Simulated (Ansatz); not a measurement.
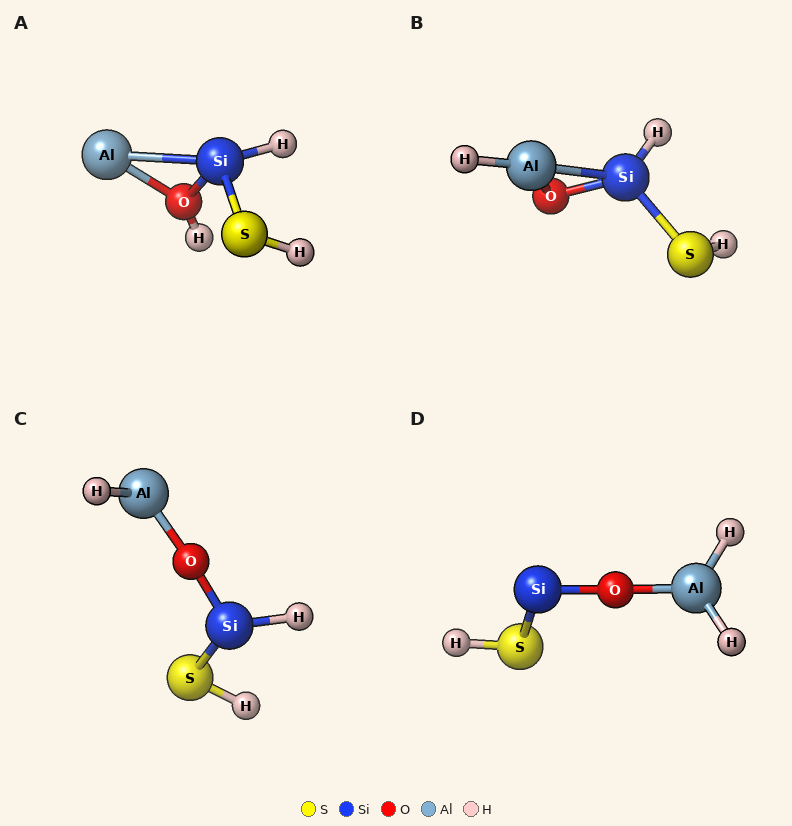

4 stationary structures of one formula. Geometries: PBE0-D4/def2-TZVP. Electronic energies: RHF-CCSD(T) (frozen core)/def2-TZVPP (Ansatz 0.2.0), without zero-point energy. No frequency run is at hand to confirm each as a minimum. Each is one conformer, not always the lowest.

Which structure is the most stable?

D is lowest (Cs); B lies 81.1 kJ/mol above it (C1), A lies 132.7 kJ/mol above it (C1), C lies 160.6 kJ/mol above it (C1).
